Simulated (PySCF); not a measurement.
**One shape, several levels: AlHCl2 (SMILES [H][Al]([Cl])[Cl])**

Wanted: a comparison of 6 runs (B3LYP/STO-6G, PBE0/STO-6G, UMP2/STO-6G, CISD/STO-6G, UCCSD(T)/STO-6G, FCI/STO-6G) of AlHCl2. Input form: a Python script.

Program for the calculation: PySCF 2.14.0.

11 further runs of the same task are left out: 11 set aside as unsound or not needed.

## Step 1: The molecule

AlHCl2 has 4 atoms, charge 0, and is taken as a singlet. As SMILES, `[H][Al]([Cl])[Cl]`. The Al1–H4 distance was set to 1.826 Å, away from the relaxed value.

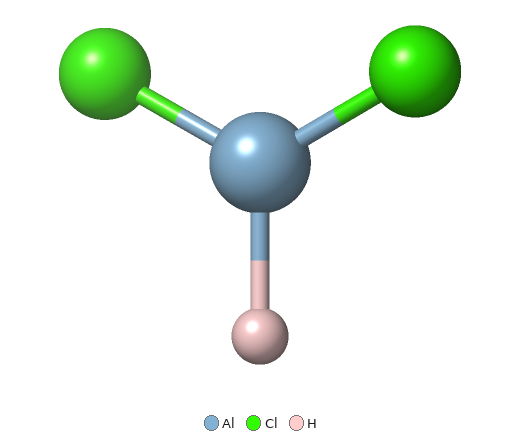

The structure, seen from a chosen angle (aluminium light blue, chlorine green, hydrogen pink).

## Step 2: A single-point energy at B3LYP/STO-6G (run 1)

File job.py:

```python
from pyscf import gto, dft

mol = gto.M(
    atom='''
Al   0.108376   0.180523  -0.000900
Cl   2.127976   0.078583   0.013800
Cl  -0.939554   1.911073  -0.016310
H   -0.828410  -1.386630   0.001980
''',
    basis='sto-6g',
    verbose=3,
    max_memory=1860,
    spin=0,
)

calc0 = dft.RKS(mol, xc='b3lyp')
calc0.grids.level = 5
calc0.conv_tol = 1e-10
calc0.kernel()
if not calc0.converged:
    calc0 = calc0.newton().run(calc0.mo_coeff, calc0.mo_occ)

e_final = calc0.e_tot
print(f'total energy: {e_final:.8f} hartree')
```

The run is started by

```
$ OMP_NUM_THREADS=1 python job.py
```

Standard output:

```text
converged SCF energy = -1159.44263720373
total energy: -1159.44263720 hartree
```

It took 3.9 s on 1 thread of Arm Neoverse V2, shared host; peak memory 0.23 GiB.

## Step 3: The energy at PBE0/STO-6G (run 2)

File run.py:

```python
from pyscf import gto, dft

mol = gto.M(
    atom='''
Al       0.108376       0.180523      -0.000900
Cl       2.127976       0.078583       0.013800
Cl      -0.939554       1.911073      -0.016310
H       -0.828410      -1.386630       0.001980
''',
    basis='sto-6g',
    verbose=4,
    max_memory=1860,
    charge=0,
    spin=0,
)

ks = dft.RKS(mol)
ks.xc = 'pbe0'
ks.grids.level = 5
ks.conv_tol = 1e-10
ks.kernel()
if not ks.converged:
    ks = ks.newton().run(ks.mo_coeff, ks.mo_occ)

e_final = ks.e_tot
print('Final energy', e_final)
```

The run is started by

```
$ OMP_NUM_THREADS=1 python run.py
```

Standard output:

```text
PySCF version 2.14.0

[... 67 lines left out ...]
converged SCF energy = -1159.05566124621
Final energy -1159.0556612462146
```

Run time: 3.6 s. Hardware: 1 thread of Arm Neoverse V2, shared host; peak memory 0.23 GiB.

Runs 3 to 5 aren't shown in full; the table further down has their settings and results.

## Step 4: The energy at FCI/STO-6G (run 6)

File job.py:

```python
from pyscf import gto, mcscf

mol = gto.M(
    atom='''
Al   0.108376   0.180523  -0.000900
Cl   2.127976   0.078583   0.013800
Cl  -0.939554   1.911073  -0.016310
H   -0.828410  -1.386630   0.001980
''',
    max_memory=1860,
    basis='sto-6g',
    verbose=3,
)

mf = mol.RHF()
mf.conv_tol = 1e-10
mf.kernel()
if not mf.converged:
    mf = mf.newton().run(mf.mo_coeff, mf.mo_occ)

cas = mcscf.CASCI(mf, mf.mo_coeff.shape[-1] - 15, (mol.nelec[0] - 15, mol.nelec[1] - 15))  # full CI above the frozen core
cas.fix_spin_(ss=0.0)
cas.kernel()
etot = cas.e_tot
print(f'total energy: {etot:.8f} hartree')
```

The run is started by

```
$ OMP_NUM_THREADS=1 python job.py
```

Standard output:

```text
converged SCF energy = -1157.67346522222
CASCI E = -1157.72707962451  E(CI) = -52.9885823061534  S^2 = 0.0000000
total energy: -1157.72707962 hartree
```

Run time: 11 s. Hardware: 1 thread of Arm Neoverse V2, shared host; peak memory 0.21 GiB.

## Step 5: All runs side by side

```tsv
run	level	integration grid	frozen core orbitals	energy (Eh)	dipole moment (D) of the reference	HOMO energy (eV)	LUMO energy (eV)	wall time
1	B3LYP/STO-6G	5	–	-1159.442637	1.47	-6.36	2.46	3.9 s
2	PBE0/STO-6G	5	–	-1159.055661	1.58	-6.61	2.75	3.6 s
3	UMP2/STO-6G	–	15	-1157.710903	1.75	-9.69	7.01	1.1 s
4	CISD/STO-6G	–	15	-1157.724669	1.75	-9.69	7.01	0.96 s
5	UCCSD(T)/STO-6G	–	15	-1157.726843	1.75	-9.69	7.01	1.2 s
6	FCI/STO-6G	–	15	-1157.727080	1.75	-9.69	7.01	11 s
```

## Step 6: Summary of results

| quantity | value |
| --- | --- |
| run 6: total energy | -1157.72708 Eh |
| run 6: dipole moment (Hartree–Fock density) | 1.75 D |
| run 6: HOMO energy (Hartree–Fock orbitals) | -9.69 eV |
| run 6: LUMO energy (Hartree–Fock orbitals) | 7.01 eV |
| run 6: HOMO–LUMO gap (Hartree–Fock orbitals) | 16.70 eV |
| run 6: correlation energy (15 core orbitals frozen) | -53.6 mEh |

**Reading.** Against full CI in this basis: UMP2 +16.2 mEh; CISD +2.4 mEh; UCCSD(T) +0.2 mEh. Totals of different functionals can't be ranked against each other. In runs 1, 2, 3, 4, 5, 6 the basis is minimal, so the values are rough. All runs together took 22 s, the longest 11 s.
